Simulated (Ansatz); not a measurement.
H₄N₂Si

```xyz
7

N    -1.2322    0.3205   -0.3581
Si   -0.1820   -1.0589   -0.4328
N     1.2377   -0.4039    0.3200
H    -2.1755    0.2725   -0.7308
H    -1.0348    1.2415    0.0292
H     1.3792    0.5351    0.6881
H     2.0689   -0.9749    0.4387
```

The calculation used RKS B3LYP/def2-SVP (Ansatz 0.2.0).

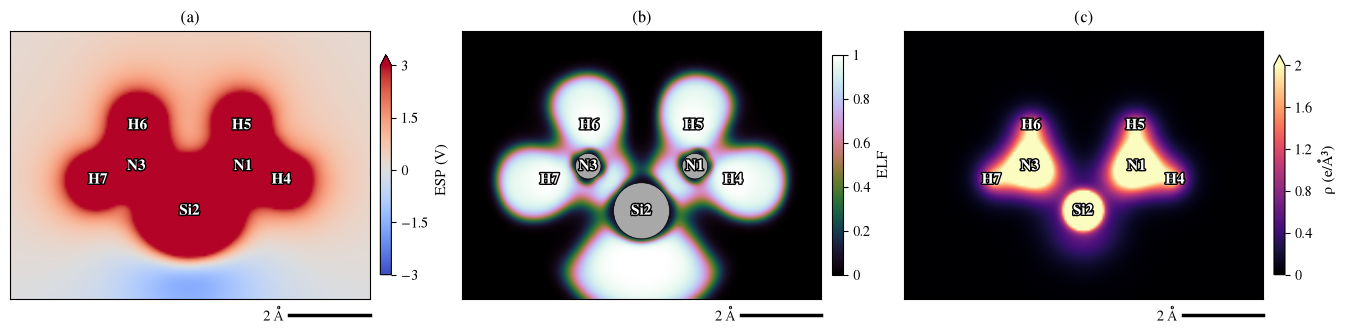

Figure 1. (a) molecular electrostatic potential; (b) ELF; (c) electron density on the molecular plane. Grey discs cover the atomic cores in the ELF map.

Describe what can be read from this map.

Answer. Atoms in the plane: N, Si and H.
Si–N (1.74 Å): ρ at the midpoint is about 1 e/Å³; the ELF peaks at about 0.90 between the atoms; a polar covalent bond.
N–H (1.02 Å): ρ at the midpoint is about 2.8 e/Å³; the ELF climbs to about 1 towards the hydrogen, as it does in any bond to H; an ordinary covalent bond to hydrogen.
The ELF also peaks beside Si2, away from the bonds: lone-pair regions.
Outside the dense part of the molecule the potential is most negative (−1.6 V) near Si2.

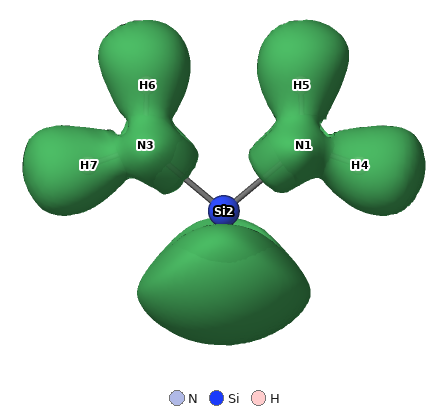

Figure 2. Isosurface of the ELF at 0.75 (green), seen across its widest extent. Only the valence region is drawn (cores and ρ < 0.01 e/Å³ removed).

Where are the electrons localised?

Answer. The ELF exceeds this value in one lobe on Si, pointing away from the bonds (lone pairs) and two joined regions spread over several atoms (H, N), in which their bonds and any lone pairs are merged.

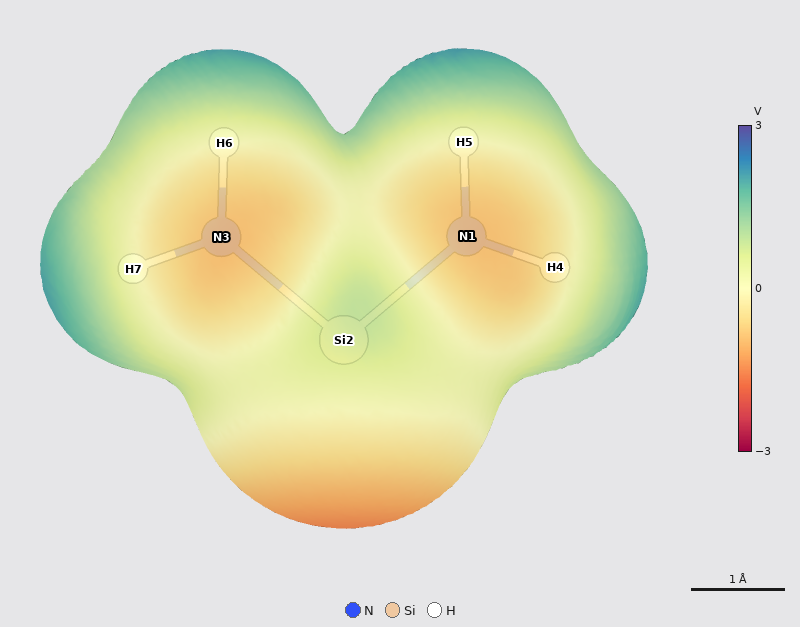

Figure 3. The molecular electrostatic potential painted on the density surface at 0.004 e/bohr³, seen across its widest extent; the colour scale runs from red (negative) to blue (positive).

Which sites attract a positive test charge, and which a negative one?

Answer. A positive charge is drawn to the negative regions and a negative charge to the positive ones. The most negative region (about −1.5 V, or −35 kcal/mol for a unit charge) lies over Si2, the most positive (about +2.1 V, or +48 kcal/mol for a unit charge) over H5, H6 and H7.

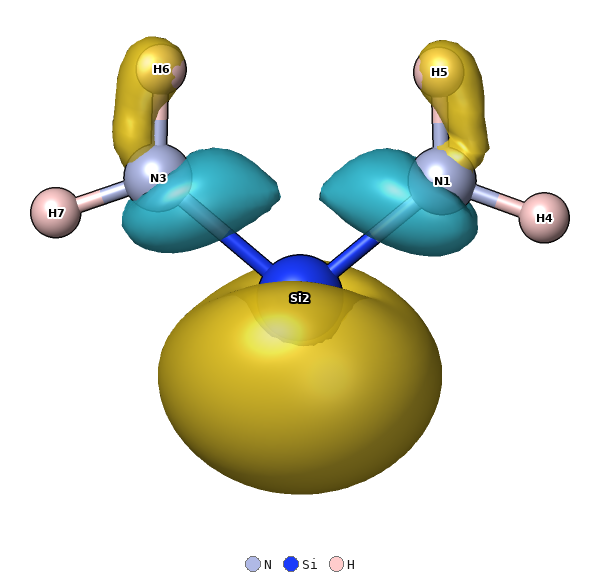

Figure 4. The HOMO at ±0.15 Å⁻³ᐟ² (yellow and cyan are the two phases), seen across its widest extent.

Describe this orbital and give its energy.

Answer. Its weight (Hirshfeld) is mainly on Si2 (about 80 %), N1 (about 10 %) and N3 (about 10 %); it is symmetric in the molecular plane (an in-plane orbital: σ, lone-pair or in-plane π type). Its energy is −6.01 eV.
